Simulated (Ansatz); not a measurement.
# SiF3 (trifluorosilyl) at 6 levels

We compute a comparison of 6 runs (U-wB97X/STO-3G, UBLYP/STO-3G, UPBE/STO-3G, UPBE0/STO-3G, UBCCD(T)/STO-3G, UCCSD/STO-3G) of SiF3 (trifluorosilyl). 

The results are computed with Ansatz 0.2.0.

45 further runs of the same task are left out: 7 that didn't finish, 38 set aside as unsound or not needed.

### 1 Starting point

SiF3 has 4 atoms, charge 0, and is taken as a doublet. As SMILES, `F[Si](F)F`. The Si2–F1 distance was set to 3.180 Å, away from the relaxed value. At this shape a bond of the SMILES string is far longer than usual.

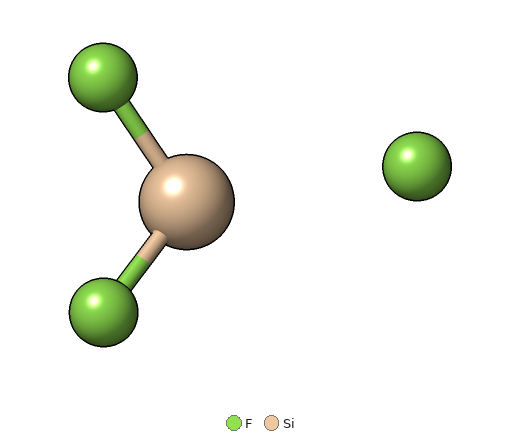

The structure, seen from a chosen angle (fluorine green, silicon light orange).

### 2 The energy at U-wB97X/STO-3G (run 1)

Input file job.yaml:

```yaml
crystal:
  periodic: [false, false, false]
  atoms:
    - {symbol: F, position_ang: [1.901017, -1.262008, 1.969198]}
    - {symbol: Si, position_ang: [-0.325240, 0.244050, 0.268860]}
    - {symbol: F, position_ang: [-0.962750, -0.889100, -0.646850]}
    - {symbol: F, position_ang: [0.500100, 1.154030, -0.741040]}
basis:
  gaussian:
    orbitals: STO-3G
total_charge: 0
magnetization:
  spin_polarized: true
  initial_magnetization: 1
hamiltonian:
  xc: {name: wB97X}
accuracy: high
```

On the command line:

```
ansatz run job.yaml --threads 1 --pin off --max-ram 2610MiB --events-out events.jsonl --progress --plain --runs-dir runs
```

The program printed:

```text
Warning: RAYON_NUM_THREADS=1 ignored (pool sized by the plan → 1); use --threads N
Functional definition: wB97X
  name "wB97X"
  parameter omega = 0.3/bohr
  parameter cx = 0.157706
  parameter cx1 = 0.726479
  parameter cx2 = 1.04760
  parameter cx3 = -5.70635
  parameter cx4 = 13.2794
  parameter css1 = -4.33879
  parameter css2 = 18.2308
  parameter css3 = -31.7430
  parameter css4 = 17.2901
  parameter cos1 = 2.37031
  parameter cos2 = -11.3995
  parameter cos3 = 6.58405
  parameter cos4 = -3.78132
  exchange = spin_sum(e_x_unif_sr(omega)*poly(b97_u_x, 1 - cx, cx1, cx2, cx3, cx4)) + cx*exact_x_sr(omega)
      + exact_x_lr(omega)
  correlation = spin_sum(e_c_pw_same_spin*poly(b97_u_same, 1, css1, css2, css3, css4))
      + integral(e_c_pw_opposite_spin*poly(b97_u_opposite, 1, cos1, cos2, cos3, cos4))
415 factors; integrals over basis functions are off by at most 2.7e-8 eV
160 factors; integrals over basis functions are off by at most 1.0e-9 eV
mean field evaluation 1: about -15800.6966 eV, gradient 1.7e1 eV
mean field evaluation 2: about -15443.0179 eV, gradient 3.2e1 eV
mean field evaluation 4: about -15803.6382 eV, gradient 8.4e0 eV
mean field evaluation 8: about -15803.4103 eV, gradient 7.0e0 eV
mean field evaluation 16: about -15814.1113 eV, gradient 1.2e-1 eV
mean field evaluation 32: about -15814.1243 eV, gradient 2.5e-8 eV
mean field -15814.12425065 eV, -581.1583470130 hartree, gradient 2.3e-8 eV, S^2 0.750053; 4 other end points of the search recorded, 0 dependent functions left out
reference -15814.12424955 eV, -581.1583469725 hartree; 21, 20 occupied and 3, 4 virtual orbitals, 415 factors
Total energy: -15814.12424955 eV, -581.1583469725 hartree
```

Wall time 19 s (1 thread of AMD EPYC 9R45 (Zen 5), shared host); peak memory 0.45 GiB.

### 3 A single-point energy at UBLYP/STO-3G (run 2)

Input file molecule.yaml:

```yaml
crystal:
  periodic: [false, false, false]
  atoms:
    - {symbol: F, position_ang: [1.901017, -1.262008, 1.969198]}
    - {symbol: Si, position_ang: [-0.325240, 0.244050, 0.268860]}
    - {symbol: F, position_ang: [-0.962750, -0.889100, -0.646850]}
    - {symbol: F, position_ang: [0.500100, 1.154030, -0.741040]}
basis:
  gaussian:
    orbitals: STO-3G
magnetization:
  spin_polarized: true
  initial_magnetization: 1
hamiltonian:
  xc: {name: BLYP}
accuracy: high
```

On the command line:

```
ansatz run molecule.yaml --threads 1 --pin off --max-ram 2610MiB --events-out events.jsonl --progress --plain --runs-dir runs
```

The program printed:

```text
Warning: RAYON_NUM_THREADS=1 ignored (pool sized by the plan → 1); use --threads N
Functional definition: BLYP
  name "BLYP"
  parameter beta = 0.0042
  parameter a = 0.04918
  parameter b = 0.132
  parameter c = 0.2533
  parameter d = 0.349
  exchange = b88_x(beta = beta)
  correlation = lyp_c(a = a, b = b, c = c, d = d)
415 factors; integrals over basis functions are off by at most 2.7e-8 eV
mean field evaluation 1: about -15800.2368 eV, gradient 1.4e1 eV
mean field evaluation 2: about -15435.7535 eV, gradient 1.7e1 eV
mean field evaluation 4: about -15799.4910 eV, gradient 1.1e1 eV
mean field evaluation 8: about -15811.8168 eV, gradient 1.2e0 eV
mean field evaluation 16: about -15811.8487 eV, gradient 1.7e-4 eV
mean field evaluation 32: about -15811.8107 eV, gradient 4.9e-1 eV
mean field -15811.84867854 eV, -581.0747212803 hartree, gradient 4.4e-8 eV, S^2 0.750543; 6 other end points of the search recorded, 0 dependent functions left out
reference -15811.84870759 eV, -581.0747223479 hartree; 21, 20 occupied and 3, 4 virtual orbitals, 415 factors
Total energy: -15811.84870759 eV, -581.0747223479 hartree
```

Run time: 2 s. Hardware: 1 thread of AMD EPYC 9R45 (Zen 5), shared host.

### 4 A single-point energy at UPBE/STO-3G (run 3)

molecule.yaml: that of step 3 with these lines changed.

```diff
@@ -14,3 +14,3 @@
 hamiltonian:
-  xc: {name: BLYP}
+  xc: pbe
 accuracy: high
```

On the command line:

```
ansatz run molecule.yaml --threads 1 --pin off --max-ram 2610MiB --events-out events.jsonl --progress --plain --runs-dir runs
```

The program printed:

```text
Warning: RAYON_NUM_THREADS=1 ignored (pool sized by the plan → 1); use --threads N
Functional definition: PBE
  name "PBE"
  parameter kappa = 0.804
  parameter beta = 0.06672455060314922
  exchange = pbe_x(kappa = kappa, mu = beta*pi^2/3)
  correlation = pbe_c(beta = beta)
415 factors; integrals over basis functions are off by at most 2.7e-8 eV
mean field evaluation 1: about -15791.4245 eV, gradient 1.4e1 eV
mean field evaluation 2: about -15427.6847 eV, gradient 1.7e1 eV
mean field evaluation 4: about -15790.5134 eV, gradient 1.2e1 eV
mean field evaluation 8: about -15802.8593 eV, gradient 1.2e0 eV
mean field evaluation 16: about -15802.8924 eV, gradient 2.1e-5 eV
mean field evaluation 32: about -15802.8892 eV, gradient 9.1e-2 eV
mean field -15802.89238075 eV, -580.7455834072 hartree, gradient 2.7e-8 eV, S^2 0.750535; 6 other end points of the search recorded, 0 dependent functions left out
reference -15802.89238202 eV, -580.7455834540 hartree; 21, 20 occupied and 3, 4 virtual orbitals, 415 factors
Total energy: -15802.89238202 eV, -580.7455834540 hartree
```

Run time: 2 s. Hardware: 1 thread of AMD EPYC 9R45 (Zen 5), shared host.

Runs 4 to 5 aren't shown in full; the table further down has their settings and results.

### 5 The energy at UCCSD/STO-3G (run 6)

Input file input.yaml:

```yaml
crystal:
  periodic: [false, false, false]
  atoms:
    - {symbol: F, position_ang: [1.901017, -1.262008, 1.969198]}
    - {symbol: Si, position_ang: [-0.325240, 0.244050, 0.268860]}
    - {symbol: F, position_ang: [-0.962750, -0.889100, -0.646850]}
    - {symbol: F, position_ang: [0.500100, 1.154030, -0.741040]}
basis:
  gaussian: {orbitals: STO-3G}
accuracy: high
correlation: {method: ccsd, frozen_orbitals: {F: 1, Si: 5}}
scf: {omitted_lower_state_checks: [cluster_reference, increment]}
magnetization: {spin_polarized: true, initial_magnetization: 1}
```

On the command line:

```
ansatz run input.yaml --threads 1 --pin off --max-ram 2610MiB --events-out events.jsonl --progress --plain --runs-dir runs
```

The program printed:

```text
Warning: RAYON_NUM_THREADS=1 ignored (pool sized by the plan → 1); use --threads N
[... 16 lines left out ...]
8 core orbitals not correlated: weight in the atoms' cores, before any rotation towards them, 1.000 or more for the frozen orbitals, at most 0.000 for the correlated occupied ones
[... 96 lines left out ...]
Total energy: -15775.73017671 eV, -579.7473908201 hartree
Checks for a lower state left out: cluster_reference, increment
```

Wall time 0.86 s (1 thread of AMD EPYC 9R45 (Zen 5), shared host).

### 6 Overview of the runs

```
run            level  frozen core orbitals  energy (Eh)   ⟨S²⟩  wall time
  1   U-wB97X/STO-3G                     –  -581.158347  0.750       19 s
  2     UBLYP/STO-3G                     –  -581.074722  0.751        2 s
  3      UPBE/STO-3G                     –  -580.745583  0.751        2 s
  4     UPBE0/STO-3G                     –  -580.847080  0.750        3 s
  5  UBCCD(T)/STO-3G                     8  -579.756556  0.750      1.1 s
  6     UCCSD/STO-3G                     8  -579.747391  0.750     0.86 s
```

### 7 Summary of results

```
                                          quantity          value
                               run 6: total energy  -579.74739 Eh
run 6: correlation energy (8 core orbitals frozen)      -80.7 mEh
          run 6: ⟨S²⟩ of the reference determinant          0.750
                              run 6: T1 diagnostic          0.020
```

What this shows: Totals of different functionals can't be ranked against each other. In runs 1, 2, 3, 4, 5, 6 the basis is minimal, so the values are rough. All runs together took 27 s, the longest 19 s.
